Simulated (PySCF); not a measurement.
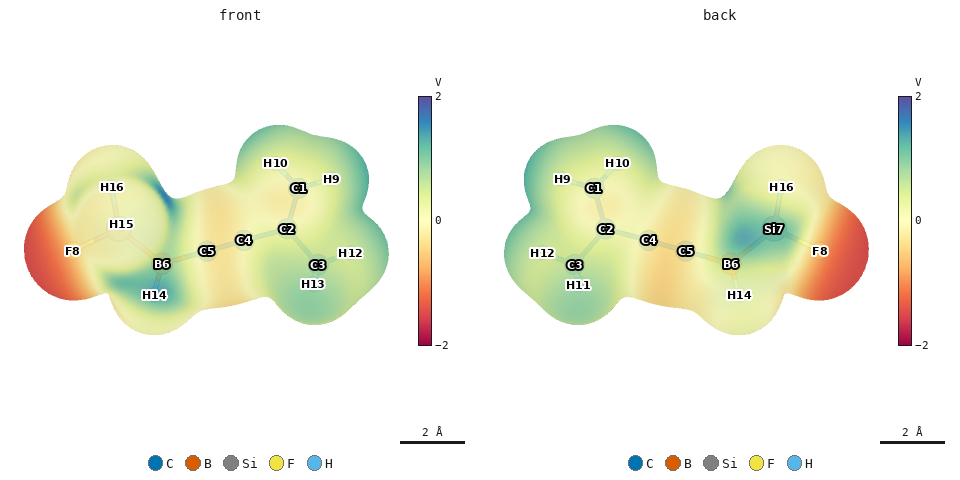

C$_{5}$H$_{8}$BFSi (SMILES C=C(C)C#CB[SiH2]F). The molecular electrostatic potential painted on the density surface at 0.002 e/bohr³, seen from the front and from behind; the colour scale runs from red (negative) to blue (positive).

Geometry: GFN2-xTB.

All numbers below come from PBE0/pcSseg-1, SCF density, gas phase, non-relativistic (PySCF).

```xyz
16

C    -1.9267   -1.4228   -1.1769
C    -1.7281   -0.2441   -0.5844
C    -2.8329    0.7229   -0.2734
C    -0.4249    0.1735   -0.2366
C     0.6922    0.5553    0.0607
B     2.0588    1.0111    0.4187
Si    3.4043   -0.2765    1.0224
F     4.7883    0.5003    1.3814
H    -2.9107   -1.7413   -1.4767
H    -1.1099   -2.0894   -1.3954
H    -2.6636    1.6643   -0.7953
H    -3.7947    0.3160   -0.5754
H    -2.8564    0.9366    0.7947
H     2.2914    2.1584    0.3186
H     3.1398   -0.9956    2.2735
H     3.8654   -1.2597    0.0351
```

Describe the electrostatic potential map.

Answer. The most negative region (about −1.5 V) lies over F8, the most positive (about +1.5 V) over Si7.
